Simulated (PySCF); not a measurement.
# C2H6Te, SMILES `C[Te]C`: electronic structure

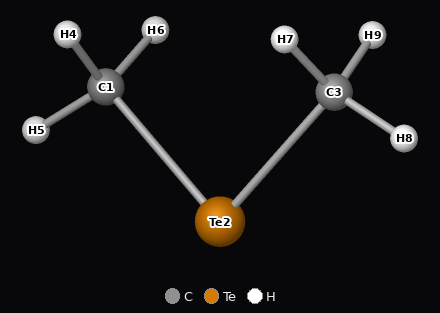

The molecule, with its atoms numbered as below. No frequency check shows the geometry to be a minimum.

Cartesian coordinates (Å):

```
C1       1.5608   -1.0891    0.0001
Te2      0.0000    0.4052    0.0000
C3      -1.5609   -1.0890   -0.0001
H4       1.4835   -1.7088    0.8843
H5       2.5163   -0.5829   -0.0002
H6       1.4834   -1.7090   -0.8842
H7      -1.4838   -1.7087    0.8842
H8      -2.5163   -0.5827    0.0002
H9      -1.4836   -1.7088   -0.8843
```

## 1. Bonding charge

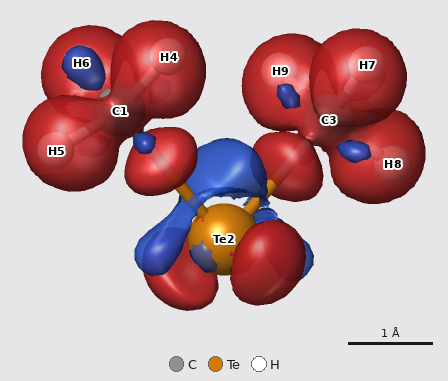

Deformation density (molecule less spherical, spin-averaged free atoms at the same positions), surfaces at ±0.07 e/Å³; red: gain, blue: loss.

Computed with PySCF, CAM-B3LYP/def2-TZVP, geometry: GFN2-xTB. Core potentials replace the inner electrons of Te; spin–orbit coupling isn't included.

**Describe the bonding that the map shows.**

C3–H7, C1–H4, C3–H9 and C1–H6: +0.75 e/Å³ at the bond critical point (bond length 1.08 Å, Mayer order 1.0). C1–H5 and C3–H8: +0.75 e/Å³ at the bond critical point (bond length 1.08 Å, Mayer order 1.0). C1–Te2 and Te2–C3: +0.14 e/Å³ at the bond critical point (bond length 2.16 Å, Mayer order 1.0). In all, 2.1 electrons gather in the regions of gain relative to the promolecule. A small or negative value marks a very polar bond, one between electron-rich atoms, whose free-atom densities already overlap strongly, a long bond to a heavier atom, or a closed-shell contact such as a hydrogen bond.

**Where do the Hirshfeld charges lie?**

The highest Hirshfeld charge is on Te2 (+0.10 e), the lowest on C1 and C3 (−0.17 e).

```json
{"atom": "C1", "charge (e)": "−0.17"}
{"atom": "Te2", "charge (e)": "+0.10"}
{"atom": "C3", "charge (e)": "−0.17"}
{"atom": "H4", "charge (e)": "+0.04"}
{"atom": "H5", "charge (e)": "+0.04"}
{"atom": "H6", "charge (e)": "+0.04"}
{"atom": "H7", "charge (e)": "+0.04"}
{"atom": "H8", "charge (e)": "+0.04"}
{"atom": "H9", "charge (e)": "+0.04"}
```

## 2. Bond critical points

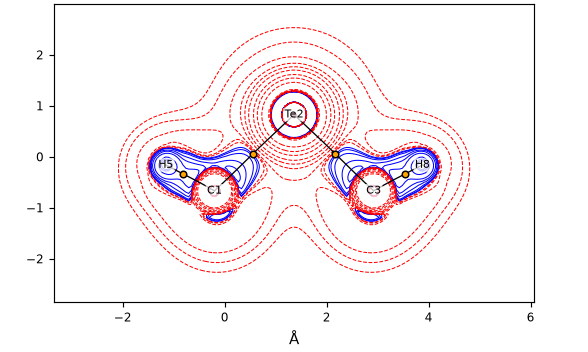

Negative Laplacian of the density (−∇²ρ) in the plane of C1, Te2, C3, H5 and H8 (solid blue lines positive, dashed red lines negative, contours at ±0.02 to ±8 a.u.), with bond paths and bond critical points (dots).

**Sort the bonds in the plane by the sign of ∇²ρ at their critical points.**

Concentrated (∇²ρ < 0): C1–H5 and C3–H8 (−0.98 a.u.); C1–Te2 and Te2–C3 (−0.01 a.u.). At none is it depleted.

**Where along C1–H5 does the critical point lie?**

0.70 Å from C1 and 0.38 Å from H5.

## 3. Local ionisation energy

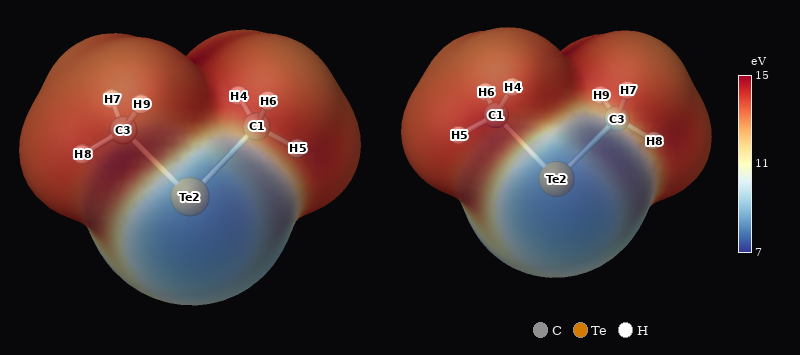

Average local ionisation energy on the surface of electron density 0.001 a.u. (back view left, front view right).

**Locate the minima of the map.**

The lowest value is 7.5 eV, 2.6 Å from Te2, and at like points elsewhere. Further minima include 13.0 eV, 1.4 Å from H6, and at like points elsewhere. For comparison, the highest occupied orbital lies at −6.9 eV.

## 4. Excited states

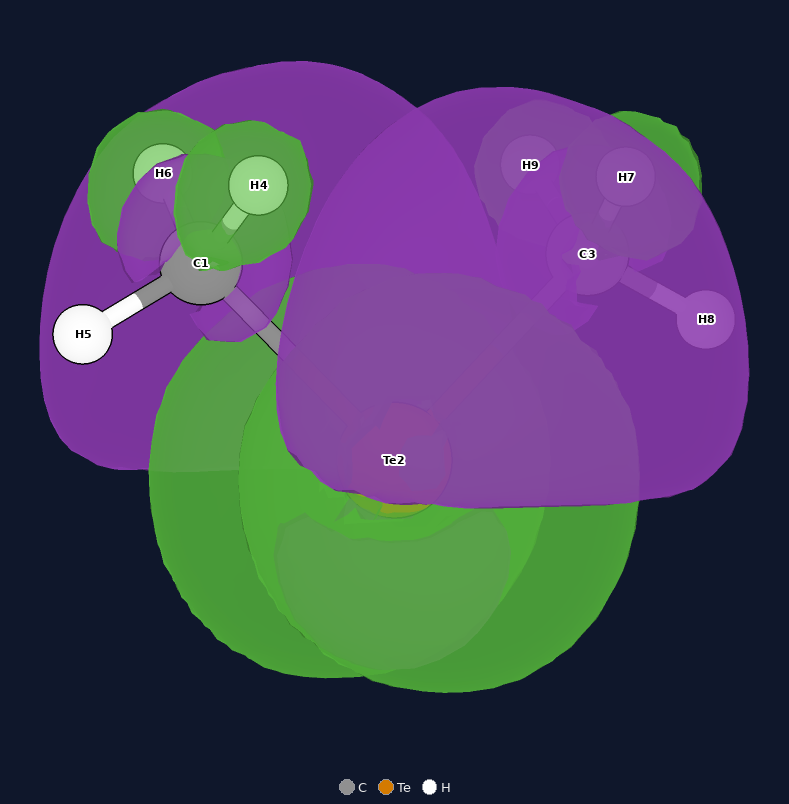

Unrelaxed difference density of S₃ less the ground state (TDHF singlet states), ±0.006 e/Å³; purple: gain, green: loss.

Level of theory: HF/def2-SVPD (PySCF), at a geometry from GFN2-xTB. Core potentials replace the inner electrons of Te; spin–orbit coupling isn't included.

**How does the charge move on excitation?**

0.78 e is displaced in all, largely into diffuse regions outside the molecule. The state: 5.88 eV (211 nm), f = 0.144 (bright), n → diffuse (Rydberg-like) orbital; the leading pair carries 99 %; hole on Te2 (87 %), electron on Te2 (53 %), H4, H6, H7 and H9 (7 % each) and C1 and C3 (6 % each) (atom shares of so diffuse an orbital are rough); their centroids lie 0.8 Å apart.

## 5. In an electric field

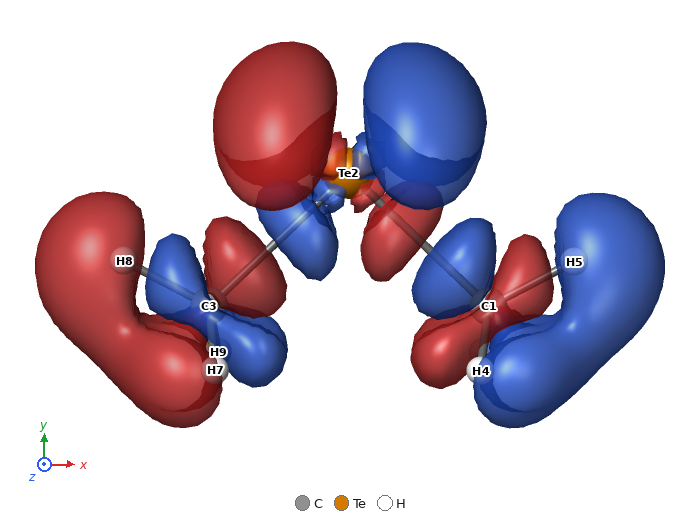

Change of the electron density in a uniform field of 0.21 V/Å, surfaces at ±0.0015 e/Å³ (blue: gain, red: loss).

Computed with PySCF, B3LYP/def2-SVPD, geometry: GFN2-xTB. Core potentials replace the inner electrons of Te; spin–orbit coupling isn't included.

**Along which Cartesian direction does the field point?**

Along −x: electrons gather on the +x side, against the field.

**How large is the response?**

The induced dipole is 0.79 D (along the field); α along this axis, from the fields in both directions, is 78 bohr³ (11.5 Å³).

**Which atoms gain and lose the most charge?**

Electrons gather most on H5 (Hirshfeld charge changes by −0.010 e) and leave H8 most (+0.010 e); 0.064 electrons are displaced in all.

## 6. Removing or adding an electron

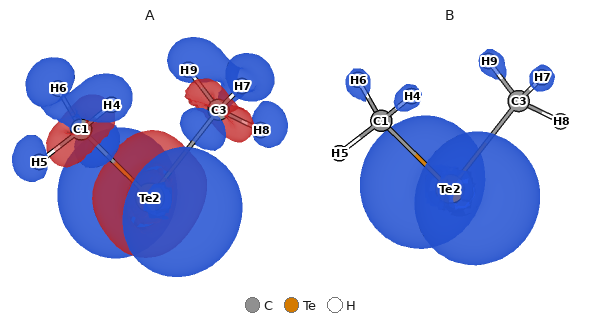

The Fukui function f⁻ from two separate SCF calculations and the density of the HOMO, at ±0.02 e/Å³ (blue positive, red negative).

Computed with PySCF, PBE0/def2-SVPD, geometry: GFN2-xTB. Core potentials replace the inner electrons of Te; spin–orbit coupling isn't included.

**Which panel is which, and how good is the frozen-orbital picture?**

A is f⁻ (it has negative regions), B the HOMO density. The HOMO lies on Te2 (87 %); f⁻ (Hirshfeld-condensed) is largest on Te2 (0.65); the vertical ionisation energy is 7.80 eV. Relaxation shifts 22 % of the electron between atoms. The orbital energy is −5.67 eV.
